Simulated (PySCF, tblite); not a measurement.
**C₄H₆N radical: geometry, infrared bands and EPR parameters**

Wanted: the infrared bands and EPR parameters of C₄H₆N radical (`C=N[C]1CC1`), by calculation.

The runs use tblite 0.8.0 and PySCF 2.14.0, with density-fitted response routines of our own; the level of theory stands in each step. All values are computed, except where a source is named. Atoms count from 0, in the outputs and in this text.

### Step 1. Starting geometry

11 atoms, charge 0, multiplicity 2; geometry from: force field or distance geometry start.

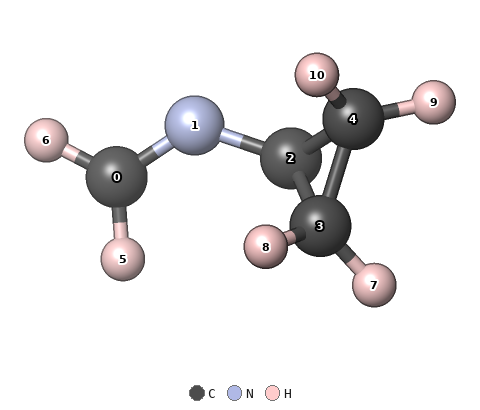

As it starts; carbon dark grey, nitrogen light blue, hydrogen pink, atoms numbered.

### Step 2. Geometry optimisation with GFN2-xTB

The job: settings as JSON, then the geometry in Å.

```
{"job": {"kind": "relax", "xc": "GFN2-xTB", "basis": "xTB"}, "charge": 0, "multiplicity": 2}
C      2.134800    -0.100100    -0.237700
N      1.026400    -0.630300    -0.576900
C     -0.215200    -0.021000    -0.716800
C     -0.922000     0.717800     0.371200
C     -1.472800    -0.601500    -0.098800
H      2.170100     0.984100    -0.031000
H      3.018800    -0.714200    -0.165300
H     -1.421400     1.657600     0.082500
H     -0.526800     0.710500     1.416000
H     -2.404400    -0.591200    -0.724000
H     -1.382100    -1.409000     0.654900
```

On the command line:

```sh
> OMP_NUM_THREADS=1 python probes_run.py task.json out
```

The driver reads the jobs from task.json and runs them one after another.

The log of the run:

```text
step      E/eV     max force
  0    -391.66947    3.302
  1    -391.90504    2.255
  2    -392.06780    0.982
  3    -392.10100    0.542
  4    -392.13045    0.563
  5    -392.14642    0.430
  6    -392.16330    0.452
  7    -392.18265    0.460
  8    -392.20501    0.399
  9    -392.22442    0.397
 10    -392.24062    0.304
 11    -392.25487    0.335
 12    -392.27299    0.414
 13    -392.29485    0.458
 14    -392.31685    0.562
 15    -392.33943    0.571
 16    -392.36263    0.345
 17    -392.37577    0.319
 18    -392.38252    0.346
 19    -392.39058    0.307
 20    -392.40195    0.293
 21    -392.41231    0.284
 22    -392.42032    0.224
 23    -392.42559    0.184
 24    -392.42884    0.166
 25    -392.43133    0.213
 26    -392.43316    0.162
 27    -392.43433    0.071
 28    -392.43478    0.053
 29    -392.43503    0.045
 30    -392.43523    0.049
 31    -392.43541    0.033
 32    -392.43552    0.031
 33    -392.43559    0.032
 34    -392.43563    0.023
 35    -392.43568    0.024
 36    -392.43574    0.025
 37    -392.43580    0.021
 38    -392.43587    0.023
 39    -392.43593    0.025
 40    -392.43599    0.027
 41    -392.43606    0.025
 42    -392.43613    0.023
 43    -392.43619    0.020
 44    -392.43624    0.019
 45    -392.43628    0.018
 46    -392.43632    0.015
 47    -392.43636    0.017
 48    -392.43639    0.017
 49    -392.43641    0.012
 50    -392.43642    0.009
```

It took 0.14 s on 1 thread of Arm Neoverse V2, shared host.

The steps of the relaxation: (not every step is listed)

```tsv
step	energy from step 0 (eV)	largest force (eV/Å)
0	0.0000	3.3025
1	-0.2356	2.2547
2	-0.3983	0.9821
3	-0.4315	0.5419
4	-0.4610	0.5628
5	-0.4769	0.4298
6	-0.4938	0.4515
7	-0.5132	0.4602
8	-0.5355	0.3992
11	-0.5854	0.3349
14	-0.6474	0.5621
17	-0.7063	0.3192
20	-0.7325	0.2930
23	-0.7561	0.1845
26	-0.7637	0.1617
29	-0.7656	0.0446
32	-0.7661	0.0312
35	-0.7662	0.0239
38	-0.7664	0.0226
41	-0.7666	0.0245
44	-0.7668	0.0194
45	-0.7668	0.0181
46	-0.7669	0.0153
47	-0.7669	0.0172
48	-0.7669	0.0165
49	-0.7669	0.0121
50	-0.7670	0.0094
```

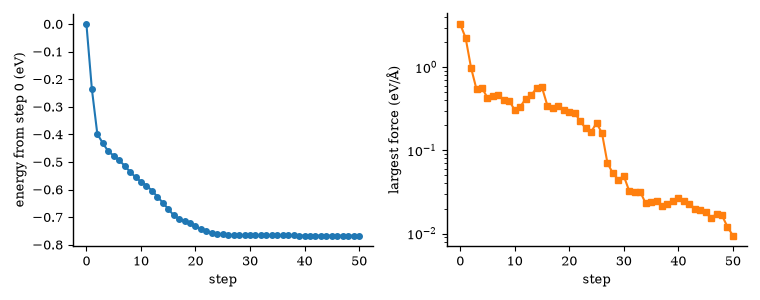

Energy and largest force along the relaxation.

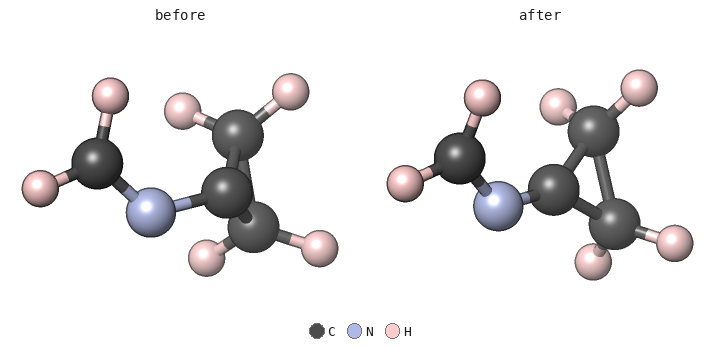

The geometry before (left) and after (right).

Close pairs (by a distance rule), those that changed most:

```tsv
bond	before (Å)	after (Å)	change (Å)
N1–C2	1.390	1.272	-0.119
C2–C4	1.517	1.454	-0.063
C4–H9	1.122	1.082	-0.040
C3–H8	1.117	1.082	-0.035
C0–N1	1.275	1.301	+0.026
C4–H10	1.108	1.083	-0.025
C2–C3	1.493	1.469	-0.024
C3–C4	1.505	1.527	+0.022
```

The end geometry stands in the next job.

### Step 3. Harmonic vibrations with GFN2-xTB

The job: settings as JSON, then the geometry in Å.

```
{"job": {"kind": "ir", "xc": "GFN2-xTB", "basis": "xTB"}, "charge": 0, "multiplicity": 2}
C      2.222473    -0.028021    -0.396872
N      1.091743    -0.668130    -0.336347
C     -0.086863    -0.263014    -0.083907
C     -1.002618     0.680391     0.571740
C     -1.501776    -0.596661    -0.099350
H      2.298113     1.045245    -0.526008
H      3.120355    -0.619439    -0.401437
H     -1.204306     1.628595     0.088999
H     -1.021975     0.737852     1.652022
H     -2.052257    -0.513575    -1.027661
H     -1.857464    -1.400573     0.532857
```

The log of the run:

```text
mode    cm-1     km/mol
  1     160.9      1.53
  2     183.2      1.75
  3     324.2      2.23
  4     440.0      9.35
  5     572.3      2.41
  6     704.0     29.16
  7     752.1      3.03
  8     764.5      0.34
  9     836.2      0.69
 10     994.9     41.24
 11    1001.3      6.03
 12    1036.2      3.09
 13    1056.4      0.29
 14    1079.2      8.41
 15    1111.9      0.04
 16    1135.8     17.29
 17    1363.5     26.31
 18    1417.4      0.62
 19    1427.2      1.92
 20    1471.8     38.39
 21    1759.1     16.81
 22    2997.8     44.36
 23    3031.0      4.46
 24    3044.4     27.00
 25    3045.7     37.21
 26    3057.1     40.99
 27    3121.5     14.99
```

Wall time 0.14 s (1 thread of Arm Neoverse V2, shared host).

Which atoms move in the most intense modes:

```tsv
cm⁻¹	km/mol	atoms
704	29.2	H5 37 %, H6 37 %, C0 23 %
995	41.2	C2 34 %, H10 19 %, H7 18 %, C3 12 %
1364	26.3	H6 30 %, H5 29 %, N1 17 %
1472	38.4	C0 34 %, N1 21 %
2998	44.4	H5 93 %
3044	27.0	H7 33 %, H9 31 %, H8 18 %, H10 12 %
3046	37.2	H10 46 %, H9 35 %
3057	41.0	H8 68 %, H9 22 %
```

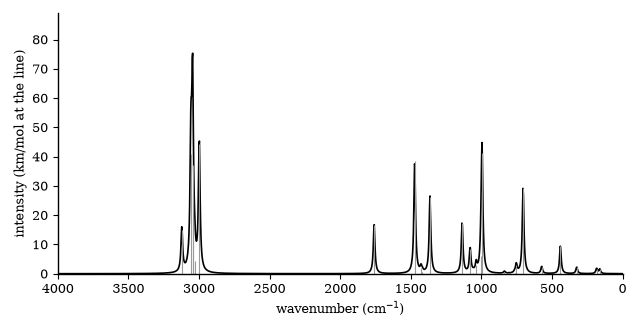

The infrared spectrum from these modes, unscaled. Lines are broadened to a width of 14 cm⁻¹ (Lorentzian).

### Step 4. g tensor and hyperfine couplings: B3LYP/pcH-1

Same as in step 3 but for these lines:

```diff
@@ -1,2 +1,2 @@
-{"job": {"kind": "ir", "xc": "GFN2-xTB", "basis": "xTB"}, "charge": 0, "multiplicity": 2}
+{"job": {"kind": "epr", "basis": "pcH-1"}, "charge": 0, "multiplicity": 2}
 C      2.222473    -0.028021    -0.396872
```

Level: UKS B3LYP, pcH-1 on C H N, non-relativistic, mean-field spin-orbit, GIAO.

The log of the run:

```text
UKS, coarse grid
  cycle   1  E = -210.64780588  |g| = 2.40e-01
  cycle   2  E = -210.64021341  |g| = 2.89e-01
  cycle   3  E = -210.67800703  |g| = 5.74e-02
  cycle   4  E = -210.67897425  |g| = 3.27e-02
  cycle   5  E = -210.67948955  |g| = 6.79e-03
  cycle   6  E = -210.67953271  |g| = 3.96e-03
  cycle   7  E = -210.67955045  |g| = 1.98e-03
  cycle   8  E = -210.67955412  |g| = 1.33e-03
  cycle   9  E = -210.67955565  |g| = 2.84e-04
UKS, final grid
  cycle   1  E = -210.67956938  |g| = 3.22e-04
  cycle   2  E = -210.67956930  |g| = 5.58e-04
  cycle   3  E = -210.67956944  |g| = 6.30e-05
  cycle   4  E = -210.67956944  |g| = 3.09e-05
  cycle   5  E = -210.67956944  |g| = 1.27e-05
E = -210.67956944 Eh   <S^2> = 0.7668 (exact 0.7500)
g shifts (ppm)      1          2          3
  rmc          -146       -146       -146
  gc             45         28        -18
  oz_so        -152        175        498
  total        -253         57        333
hyperfine (MHz)  atom isotope    a_iso     a_fc   dipolar eigenvalues
    0   13C      64.09      64.09    -50.30    -48.52     98.82
    1   14N       4.11       4.11    -16.67      1.45     15.22
    2   13C      57.95      57.95    -44.51    -41.89     86.40
    3   13C     -11.81     -11.81     -2.28     -0.80      3.07
    4   13C     -13.55     -13.55     -2.31     -0.32      2.63
    5    1H     -31.80     -31.80    -21.37     -1.78     23.15
    6    1H     -35.79     -35.79    -23.67     -2.34     26.01
    7    1H      59.97      59.97     -3.16     -1.22      4.38
    8    1H      29.47      29.47     -3.31     -2.14      5.45
    9    1H      37.52      37.52     -3.37     -2.20      5.57
   10    1H      59.38      59.38     -3.22     -1.52      4.73
```

Run time: 22 s. Hardware: 1 thread of Arm Neoverse V2, shared host; peak memory 0.64 GiB.

Principal g values 2.00207, 2.00238, 2.00265; g(iso) = 2.00236, against 2.00232 for a free electron.

Hyperfine couplings; where a row names several nuclei, a(iso) is their mean (it holds for fast rotation or exchange) and the dipolar term the largest among them:

```tsv
nuclei	isotope	a(iso) (MHz)	a(iso) (G, at g = 2.0023)	largest dipolar term (MHz)
C0	13C	64.1	22.9	98.8
C2	13C	58.0	20.7	86.4
H7, H8, H9, H10	1H	46.6	16.6	5.6
H6	1H	-35.8	-12.8	26.0
H5	1H	-31.8	-11.3	23.1
C3, C4	13C	-12.7	-4.5	3.1
N1	14N	4.1	1.5	-16.7
```

Mulliken spin populations:

```tsv
atom	value (e)
C0	0.62
N1	-0.08
C2	0.48
C3	-0.02
C4	-0.03
H5	-0.02
H6	-0.03
H7	0.03
H8	0.01
H9	0.02
H10	0.03
```

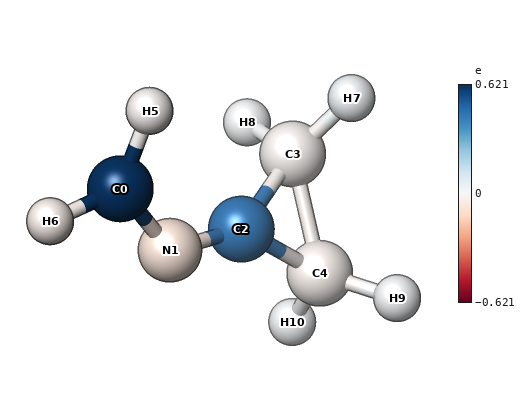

Mulliken spin populations, as colours on the atoms.

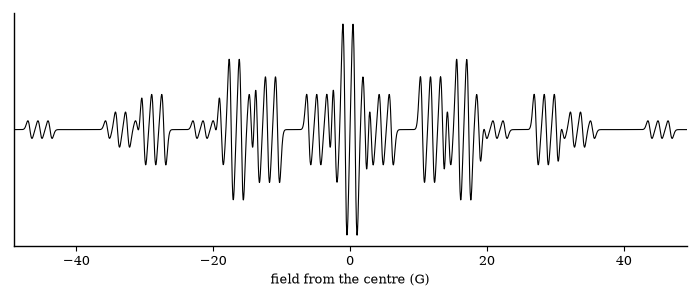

First-order isotropic spectrum (first derivative, main isotopes with spin only, couplings over 0.8 MHz, Gaussian width 0.3 G; couplings of the frozen geometry, rotation of groups not averaged beyond the rows shown).

Orbitals, density, ELF and potential are computed afterwards from the orbital file.

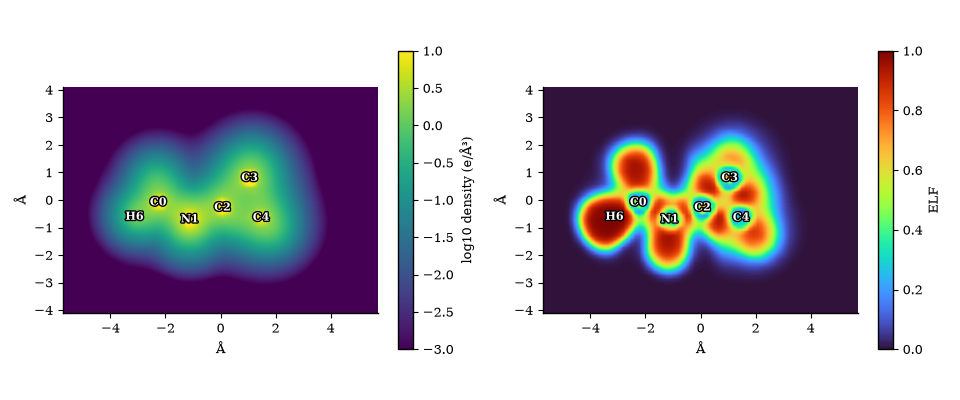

Density (left) and ELF (right) in a plane through or near 6 of the atoms.

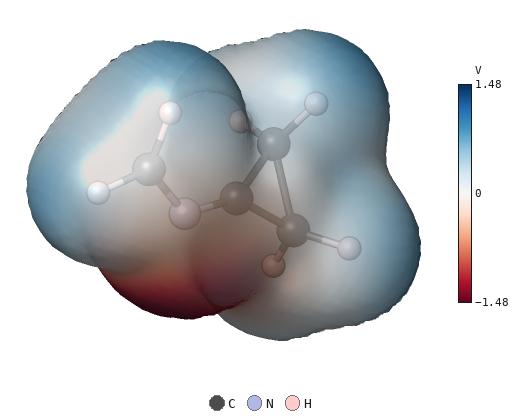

Electrostatic potential on the surface of density 0.002 e/bohr³; red is low, blue high. It runs from -1.48 V near N1 to 0.83 V near H7.

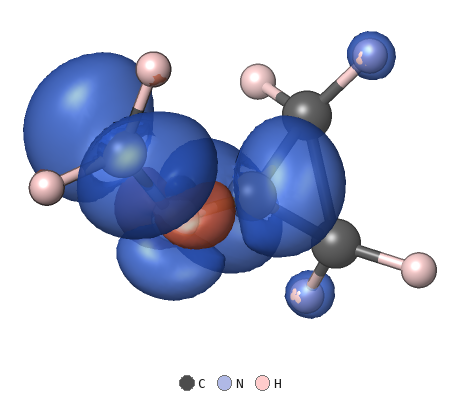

Spin density at ±0.03 e/Å³ (alpha excess blue, beta excess red).

### Step 5. Outcome

| quantity | value |
| --- | --- |
| strongest single infrared mode (GFN2-xTB) | 2998 cm⁻¹, 44 km/mol |
| zero-point energy (GFN2-xTB) | 54.2 kcal/mol |
| g(iso) (B3LYP) | 2.00236 |
| ⟨S²⟩ | 0.767 (exact 0.75) |
| largest a(iso) (averaged by class) | 13C on C0, 64.1 MHz |
| surface potential, least and greatest | -1.48 V and 0.83 V |

In words: Relaxing lowered the energy by 0.767 eV in 50 steps; the close pair that moved most is N1–C2, from 1.390 to 1.272 Å. All 27 modes are real, so the xTB geometry is a minimum. The strongest single mode, at 2998 cm⁻¹, moves mainly H5. GFN2-xTB is a fitted tight-binding method: band positions and strengths are rough. Its intensities can rank the bands wrongly. The largest spin populations lie on C0 (0.62 e), C2 (0.48 e). The isotropic g lies 0.0 ppt above the free-electron value.
